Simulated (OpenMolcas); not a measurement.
# Run report: P4, energy and gradient calculation

System: P4, SMILES p12p3p1p23.
Method: HF/def2-SVP, RHF (OpenMolcas 26.06).

The geometry comes from this level: PBE0-D4/def2-TZVP.

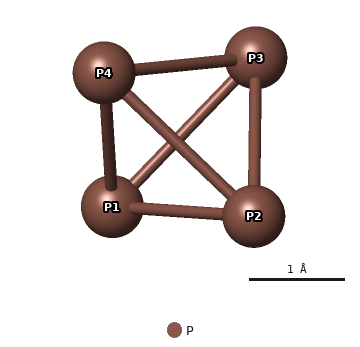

Fig. 1: The structure (ball-and-stick view, seen at a tilt; atoms are numbered from 1 in the order of the input). Bond lengths as drawn: P–P 2.18 Å.

**Key numbers**

- outcome: converged
- total energy: −1362.544459 hartree
- basis functions: 72
- largest force: 0.158 eV/Å
- HOMO: −9.90 eV
- LUMO: 2.81 eV
- dipole moment: 0.00 debye
- hardware: 1 thread of Arm Neoverse V1, 24 GiB of memory available, shared host
- wall time: 5.1 s
- peak memory: 0.42 GiB

**Input**
```
* P4 Hartree-Fock
>>> EXPORT MOLCAS_PRINT=2

&GATEWAY
  BasLib=$CurrDir
  Coord
  4
  angstrom
  P       -0.724800      -0.100000       1.119400
  P        1.294900       0.109800       0.315700
  P       -0.185000      -1.091700      -0.749800
  P       -0.385100       1.081900      -0.685200
  Basis=def2-SVP
  Group=NoSym

&SEWARD

&SCF
  Thresholds=1e-10 1e-07 1e-07 1e-05
  PrOrbitals=1 1

&ALASKA
```

Command:
```bash
export MOLCAS_MEM=1860
pymolcas test.input > test.log
```

**The program's output**
```
--- Start Module: gateway ---

                                              &GATEWAY

                       available to each process: 1.9 GB of memory, 1 thread

 Basis Set     1 Label: P.DEF2-SVP
 Basis set is read from library:.
 basistype.tbl is not found

++    Symmetry information:
      ---------------------

                    Character Table for C1

                             E
                    a        1  x, y, xy, Rz, z, xz, Ry, yz, Rx, I
--

++    Basis set information:
      ----------------------

      Basis set label: P.DEF2-SVP.........

      Electronic valence basis set:
      ------------------
      Associated Effective Charge  15.000000 au
      Associated Actual Charge     15.000000 au
      Nuclear Model: Point charge

      Shell  nPrim  nBasis  Cartesian Spherical Contaminant
         s      10       4        X
         p       7       3        X
         d       1       1                 X
--

++    Molecular structure info:
      -------------------------

                    ************************************************
                    **** Cartesian Coordinates / bohr, angstrom ****
                    ************************************************

     Center  Label                x              y              z                     x              y              z
        1      P1              -1.369673      -0.188973       2.115359             -0.724800      -0.100000       1.119400
        2      P2               2.447006       0.207492       0.596587              1.294900       0.109800       0.315700
        3      P3              -0.349599      -2.063014      -1.416917             -0.185000      -1.091700      -0.749800
        4      P4              -0.727734       2.044495      -1.294840             -0.385100       1.081900      -0.685200

                    ***************************************
                    *    InterNuclear Distances / bohr    *
                    ***************************************

               1 P1            2 P2            3 P3            4 P4
    1 P1       0.000000
    2 P2       4.126851        0.000000
    3 P3       4.126688        4.126790        0.000000
    4 P4       4.126733        4.126869        4.126683        0.000000

                    *******************************************
                    *    InterNuclear Distances / angstrom    *
                    *******************************************

               1 P1            2 P2            3 P3            4 P4
    1 P1       0.000000
    2 P2       2.183836        0.000000
    3 P3       2.183749        2.183803        0.000000
    4 P4       2.183773        2.183845        2.183747        0.000000
--

            Nuclear Potential Energy            327.13242412 au

--- Stop Module: gateway /rc=_RC_ALL_IS_WELL_ ---

--- Start Module: seward ---

                                              &SEWARD

                       available to each process: 1.9 GB of memory, 1 thread

               SEWARD will generate:
                  Multipole Moment integrals up to order  2
                  Kinetic Energy integrals
                  Nuclear Attraction integrals (point charge)
                  One-Electron Hamiltonian integrals
                  Velocity integrals
                  Orbital angular momentum around ( -0.0000   0.0000   0.0000 )
                  Velocity quadrupole around ( -0.0000   0.0000   0.0000 )
                  Two-Electron Repulsion integrals

                   Integrals are discarded if absolute value <: 1.00E-14
                   Integral cutoff threshold is set to       <: 1.00E-16

            Nuclear Potential Energy            327.13242412 au

      Basis set specifications :
      Symmetry species         a
      Basis functions           72

--- Stop Module: seward /rc=_RC_ALL_IS_WELL_ ---
--- Module seward spent 1 second ---

--- Start Module: scf ---

                                                &SCF

                       available to each process: 1.9 GB of memory, 1 thread

++    Input section:
      --------------

      Header of the integral files:

      Cartesian coordinates in angstrom:
      -----------------------------------------------------
      No.  Label        X            Y            Z
      -----------------------------------------------------
       1   P1        -0.72480000  -0.10000000   1.11940000
       2   P2         1.29490000   0.10980000   0.31570000
       3   P3        -0.18500000  -1.09170000  -0.74980000
       4   P4        -0.38510000   1.08190000  -0.68520000
      -----------------------------------------------------
      Nuclear repulsion energy =  327.13242412
--

++    Orbital specifications:
      -----------------------

      Symmetry species               1
                                     a
      Frozen orbitals                0
      Occupied orbitals             30
      Secondary orbitals            42
      Deleted orbitals               0
      Total number of orbitals      72
      Number of basis functions     72
--

      Molecular charge                           0.000

++    Optimization specifications:
      ----------------------------

      SCF Algorithm: Conventional
      Minimized density differences are used
      Number of density matrices in core                 5
      Maximum number of NDDO SCF iterations            400
      Maximum number of HF SCF iterations              400
      Threshold for SCF energy change             1.00E-10
      Threshold for density matrix                1.00E-07
      Threshold for Fock matrix                   1.00E-07
      Threshold for linear dependence             1.00E-09
      Threshold at which DIIS is turned on        1.50E-01
      Maximum depth in the DIIS procedure                5
      Maximum depth in the BFGS Hessian update          30
      Threshold at which QNR/C2DIIS is turned on  7.50E-02
      Threshold for Norm(delta) (QNR/C2DIIS)      1.00E-05
      All orbitals punched on: SCFORB
--

      Input vectors read from INPORB
      Orbital file label: *Guess orbitals

++ Convergence information
                                   SCF        iterations: Energy and convergence statistics

Iter     Tot. SCF        One-elec.       Two-elec.     Energy      Max Dij or  Max Fij      DNorm      TNorm      AccCon     Time
         Energy          Energy          Energy        Change      Delta Norm                                                in Sec.

 The total and one-electron energies are shifted by a value of      1000. a.u.

   1  -361.928945950 -1526.992026729   837.930656662   0.00E+00    4.49E-01*   2.97E-01*    1.16E+01   2.23E+02   None         0.
   2  -362.423034291 -1545.683838648   856.128380240  -4.94E-01*   1.99E-01*   9.34E-02*    2.65E+00   2.26E+02   EDIIS        0.
   3  -362.514618901 -1534.712907015   845.065863996  -9.16E-02*   1.02E-01*   4.71E-02*    9.75E-01   2.24E+02   EDIIS        0.
   4  -362.537154135 -1540.264263571   850.594685319  -2.25E-02*   1.53E-02*   1.51E-02*    1.93E-01   2.25E+02   c2DIIS       0.
   5  -362.544346167 -1538.423282789   848.746512505  -7.19E-03*   6.89E-03*   2.00E-03*    2.89E-02   2.25E+02   QNRc2DIIS    0.
   6  -362.544432179 -1538.413150895   848.736294599  -8.60E-05*   6.49E-03*   9.71E-04*    5.60E-03   2.25E+02   QNRc2DIIS    0.
   7  -362.544458564 -1538.406479627   848.729596945  -2.64E-05*   1.63E-04*   7.54E-05*    1.28E-03   2.25E+02   QNRc2DIIS    0.
   8  -362.544458607 -1538.405604889   848.728722165  -4.27E-08*   2.04E-05*   7.80E-06*    2.08E-04   2.25E+02   QNRc2DIIS    0.
   9  -362.544458608 -1538.406220141   848.729337415  -9.31E-10*   6.54E-06    2.12E-06*    5.52E-05   2.25E+02   QNRc2DIIS    0.
  10  -362.544458608 -1538.406176324   848.729293598  -6.80E-11    1.87E-06    3.41E-07*    1.27E-04   2.25E+02   QNRc2DIIS    0.
  11  -362.544458608 -1538.406149220   848.729266494  -2.27E-13    6.87E-07    1.93E-07*    1.16E-03   2.25E+02   QNRc2DIIS    0.
  12  -362.544458608 -1538.406156598   848.729273872   0.00E+00    2.99E-08    1.27E-08     4.52E-02   2.25E+02   QNRc2DIIS    0.

       Convergence after  12 Iterations
--

 *****************************************************************************************************************************
 *                                             SCF/KS-DFT Program, Final results                                             *
 *                                                       Final Results                                                       *
 *****************************************************************************************************************************

::    Total SCF energy                              -1362.5444586080
      One-electron energy                           -2538.4061565978
      Two-electron energy                             848.7292738723
      Nuclear repulsion energy                        327.1324241175
      Kinetic energy (interpolated)                  1362.6571844186
      Virial theorem                                    0.9999172750
      Total spin, S(S+1)                                0.0000000000
      Total spin, S                                     0.0000000000
      Max non-diagonal density matrix element           0.0000000193
      Max non-diagonal Fock matrix element              0.0000000023

      All orbitals with orbital energies smaller than  E(LUMO)+0.5 are printed

++    Molecular orbitals:
      -------------------

      Title: SCF orbitals

      Molecular orbitals for symmetry species 1: a

          Orbital            1         2         3         4         5         6         7         8         9        10
          Energy          -79.9465  -79.9465  -79.9465  -79.9464   -7.5194   -7.5191   -7.5191   -7.5191   -5.4166   -5.4160
          Occ. No.          2.0000    2.0000    2.0000    2.0000    2.0000    2.0000    2.0000    2.0000    2.0000    2.0000

          Orbital           11        12        13        14        15        16        17        18        19        20
          Energy           -5.4160   -5.4160   -5.4147   -5.4147   -5.4147   -5.4147   -5.4147   -5.4145   -5.4145   -5.4145
          Occ. No.          2.0000    2.0000    2.0000    2.0000    2.0000    2.0000    2.0000    2.0000    2.0000    2.0000

          Orbital           21        22        23        24        25        26        27        28        29        30
          Energy           -1.0758   -0.7236   -0.7236   -0.7236   -0.4673   -0.3960   -0.3960   -0.3960   -0.3638   -0.3638
          Occ. No.          2.0000    2.0000    2.0000    2.0000    2.0000    2.0000    2.0000    2.0000    2.0000    2.0000

          Orbital           31        32        33        34        35        36        37        38        39        40
          Energy            0.1034    0.1034    0.1034    0.1413    0.1413    0.1413    0.3386    0.4802    0.4903    0.4903
          Occ. No.          0.0000    0.0000    0.0000    0.0000    0.0000    0.0000    0.0000    0.0000    0.0000    0.0000

          Orbital           41        42        43        44        45        46
          Energy            0.4903    0.5404    0.5404    0.5404    0.5616    0.5616
          Occ. No.          0.0000    0.0000    0.0000    0.0000    0.0000    0.0000

--

++    Molecular charges:
      ------------------

      Mulliken charges per centre and basis function type
      ---------------------------------------------------

                P1      P2      P3      P4
      1s       5.8753  5.8753  5.8753  5.8753
      2px      2.9868  3.0249  2.9704  2.9742
      2pz      3.0109  2.9727  2.9880  2.9849
      2py      2.9697  2.9698  3.0089  3.0082
      3d2+     0.0306  0.0302  0.0344  0.0392
      3d1+     0.0272  0.0461  0.0276  0.0261
      3d0      0.0361  0.0178  0.0344  0.0320
      3d1-     0.0459  0.0228  0.0307  0.0330
      3d2-     0.0175  0.0406  0.0303  0.0271
      Total   15.0000 15.0000 15.0000 15.0000

      N-E     -0.0000  0.0000 -0.0000 -0.0000

      Total electronic charge=   60.000000

      Total            charge=   -0.000000
--

++    Molecular properties:
      ---------------------

      Charge (e):
                      =   -0.0000
      Dipole Moment (debye):
      Origin of the operator (angstrom)=   -0.0000    0.0000    0.0000
                   X= -6.5912E-05               Y= -3.2843E-05               Z= -3.0425E-05           Total=  7.9679E-05
      Quadrupole Moment (debye*angstrom):
      Origin of the operator (angstrom)=   -0.0000    0.0000    0.0000
                  XX= -5.2873E+01              XY= -7.4556E-05              XZ=  1.5582E-04              YY= -5.2874E+01
                  YZ= -1.2890E-04              ZZ= -5.2873E+01
      In traceless form (debye*angstrom)
                  XX=  8.4701E-04              XY= -1.1183E-04              XZ=  2.3374E-04              YY= -5.6675E-04
                  YZ= -1.9335E-04              ZZ= -2.8026E-04
--

--- Stop Module: scf /rc=_RC_ALL_IS_WELL_ ---
--- Module scf spent 1 second ---

--- Start Module: alaska ---

                                              &ALASKA

                       available to each process: 1.9 GB of memory, 1 thread

                     Threshold for contributions to the gradient: 1.000E-07

                    ********************************************
                    * Symmetry Adapted Cartesian Displacements *
                    ********************************************

           Irreducible representation : a
           Basis function(s) of irrep: x, y, xy, Rz, z, xz, Ry, yz, Rx, I

 Basis Label        Type   Center Phase
   1   P1           x         1     1
   2   P1           y         1     1
   3   P1           z         1     1
   4   P2           x         2     1
   5   P2           y         2     1
   6   P2           z         2     1
   7   P3           x         3     1
   8   P3           y         3     1
   9   P3           z         3     1
  10   P4           x         4     1
  11   P4           y         4     1
  12   P4           z         4     1

                     No automatic utilization of translational and rotational invariance of the energy is employed.

 Conventional ERI gradients!

 **************************************************
 *              Molecular gradients               *
 **************************************************

  Irreducible representation: a
 ------------------------------------------------------------------------------------------
                              X                       Y                       Z
 ------------------------------------------------------------------------------------------
  P1                1.64464035336565E-03    2.24393737023654E-04   -2.56284178390587E-03
  P2               -2.92617930925942E-03   -2.54609505680126E-04   -7.15665167551727E-04
  P3                4.15520739133868E-04    2.50641285970943E-03    1.71905259360727E-03
  P4                8.66018216736819E-04   -2.47619709099567E-03    1.55945435787785E-03
 ------------------------------------------------------------------------------------------

--- Stop Module: alaska /rc=_RC_ALL_IS_WELL_ ---
--- Module alaska spent 1 second ---

.##################.
.# Happy landing! #.
.##################.

    Timing: Wall=4.75 User=4.10 System=0.64
```

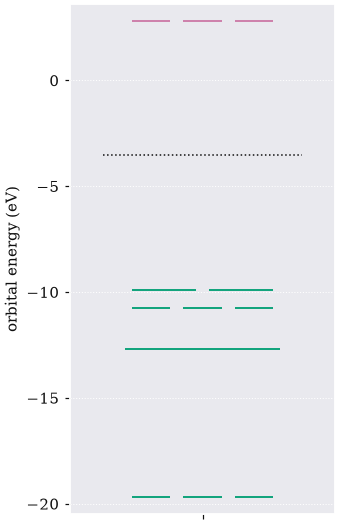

Fig. 2: Orbital energies near the frontier; the dotted line parts filled from empty levels, and levels within 0.02 eV of each other stand side by side. Highest filled −9.90 eV, lowest empty 2.81 eV, 12.71 eV apart.
